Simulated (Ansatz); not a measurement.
GeH₃O₂F: several calculations on one system

**1. Relaxation**

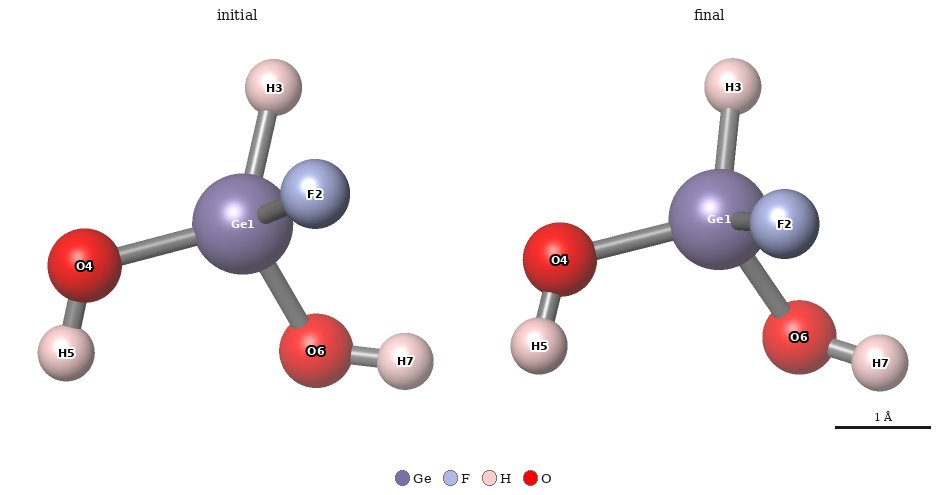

The structure of GeH₃O₂F before (left) and after (right) a relaxation, at one scale.

The picture is a ball-and-stick view, seen at a tilt.

The run prepares an end point of a later path (reaction) calculation, from a guessed geometry.

Computed with RHF/def2-SVP in Ansatz 0.2.0.

Input
```yaml
crystal:
  periodic: [false, false, false]
  atoms:
    - { symbol: Ge, position_ang: [0.106525, 0.010009, 0.042549] }
    - { symbol: F, position_ang: [0.43202, 0.030591, 1.699799] }
    - { symbol: H, position_ang: [1.606289, -0.094536, -0.136859] }
    - { symbol: O, position_ang: [-0.677357, 1.432962, -0.540498] }
    - { symbol: H, position_ang: [-1.601177, 1.346488, -0.725701] }
    - { symbol: O, position_ang: [-0.956809, -1.307971, -0.336677] }
    - { symbol: H, position_ang: [-0.88069, -2.113943, 0.153286] }
basis:
  gaussian: { orbitals: def2-SVP }
hamiltonian:
  xc: hf
relax:
  f_tol: 0.03
  max_steps: 50
```

Run as
```bash
ansatz run input.yaml --threads 1 --pin off --max-ram 2048MiB --backend cpu --events-out ev --progress --plain --runs-dir out
```

Summarise the run.

The atom that moves furthest after the best rigid fit is F2 (0.33 Å). Largest moves by element: F 0.33 Å, H 0.26 Å, O 0.20 Å, Ge 0.06 Å. Some distances before and after: Ge1–F2 1.689 → 1.721 Å, Ge1–H3 1.514 → 1.509 Å, Ge1–O6 1.735 → 1.740 Å. Among the angles between lasting bonds that change: F2–Ge1–H3 85.8° → 108.7°, H3–Ge1–O4 117.8° → 109.8°, H3–Ge1–O6 121.9° → 115.5°. Groups turn about Ge1–O6 by about 20°, Ge1–O4 by about 20°. After 6 accepted moves (7 points after the start) the energy has fallen by 0.421 eV. Largest force component: 1.9 eV/Å at the start, 0.02 eV/Å at the end. The line search rejected the trial step at point 4 of the run.

Limits of the set-up: Hartree-Fock leaves out electron correlation.

**2. Relaxation**

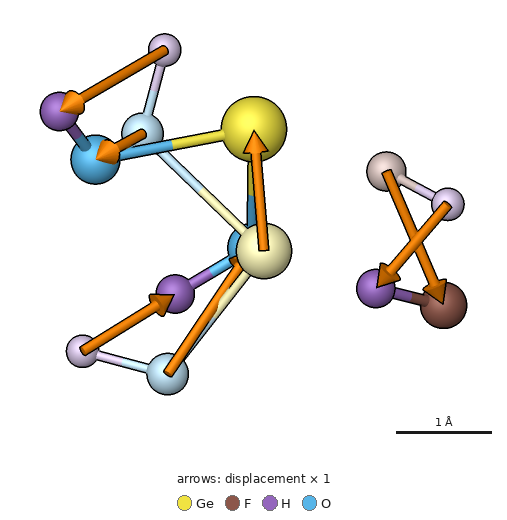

A relaxation of GeH3O2F. The starting structure is drawn faded, the final one solid; orange arrows show the displacements, at their true length. The two geometries are superimposed by the best rigid fit.

A ball-and-stick model, seen from a free direction.

The run prepares an end point of a later path (reaction) calculation, from a guessed geometry.

These are results of RHF/def2-SVP in Ansatz, not measurements. Settings: no spin polarisation; force threshold 0.03 eV/Å; at most 50 steps.

Q: What did the optimiser do to the structure, and how much energy did it gain?

A: An O atom moves most after the best rigid fit: 1.69 Å. Largest moves by element: O 1.69 Å, H 1.66 Å, F 1.58 Å, Ge 1.29 Å. Some distances before and after: Ge–O 1.757 → 1.780 Å, Ge–O 1.777 → 1.769 Å, F–H 0.909 → 0.914 Å. The energy falls by 8.87 kcal/mol in 38 accepted moves (45 points after the start). The largest force component goes from 0.39 to 0.004 eV/Å. The line search rejected the trial steps at points 3, 7, 10, 13, 17, 22, 37 of the run. The forces were under the threshold at step 41, but the run went on from there.

Limits of the set-up: the start holds two separate molecules, 2.8 Å apart at their closest, whose relative position is a soft coordinate and is computed without a dispersion correction; Hartree-Fock leaves out electron correlation.

**3. Path**

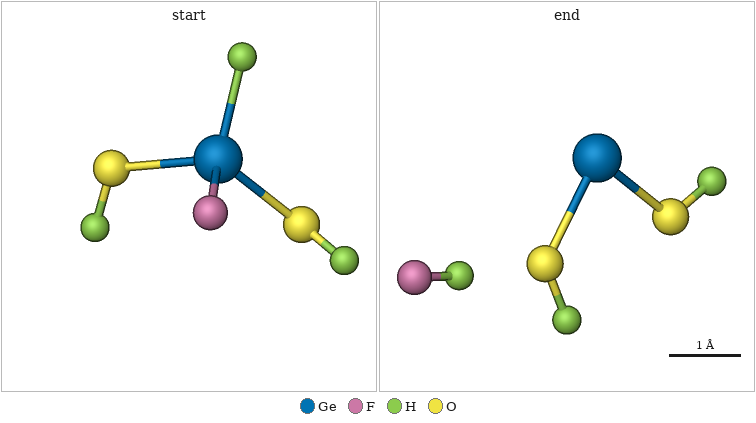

The two relaxed end points of a path for GeH3O2F. A ball-and-stick model, seen from a free direction.

Method: Ansatz, RHF/def2-SVP.

Set-up: 5 movable images; climbing image; force threshold 0.05 eV/Å; iteration limit 60.

Start:
```xyz
7

Ge    0.1620   -0.0173    0.0417
F     0.1120    0.0298    1.7609
H     1.6040   -0.0585   -0.3994
O    -0.6047    1.3975   -0.5932
H    -1.5486    1.4440   -0.5543
O    -0.7897   -1.4122   -0.3797
H    -0.9061   -2.0798    0.2800
```

End:
```xyz
7

Ge   -0.0594   -1.3840    0.1751
F     1.6295    2.1115    1.0774
H     0.9984    1.5542    0.7214
O    -0.1485    0.3912    0.0811
H    -0.9095    0.7466   -0.3632
O    -1.5846   -1.6187   -0.6897
H    -1.8971   -2.4972   -0.8461
```

What barrier does the band find between them, and by what path?

The highest point, image 1, lies 337.5 kJ/mol above the start and 238.9 kJ/mol above the end; the end is at +98.6 kJ/mol relative to the start. Breaking: Ge1–F2 (1.72 → 2.02 at the top → 3.99 Å), Ge1–H3 (1.51 → 1.62 at the top → 3.17 Å). Forming: F2–H3 (2.63 → 1.29 at the top → 0.91 Å). The band converged in 28 iterations. The largest component of the band force went from 17 to 0.029 eV/Å. The climbing image converged on the top of the path. Its vibrational analysis gives one imaginary mode (1863i cm⁻¹), as a transition state must have.

Energies of the converged images:

```
image  path (Å)  E (kJ/mol)
    0      0.00         0.0
    1      1.35       337.5
    2      2.49       134.1
    3      3.63       122.7
    4      4.78       104.9
    5      5.92       100.6
    6      7.06        98.6
```

The geometry at the top of the path:

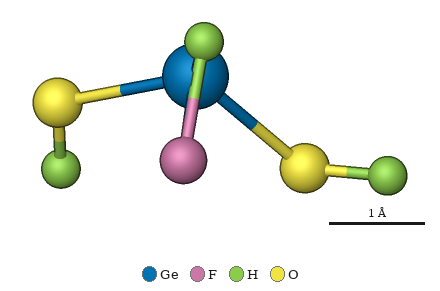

Limits of the set-up: Hartree-Fock leaves out electron correlation.

Cost: 6.5 min on 1 thread of Arm Neoverse N1 (shared host), peak memory 0.18 GiB.
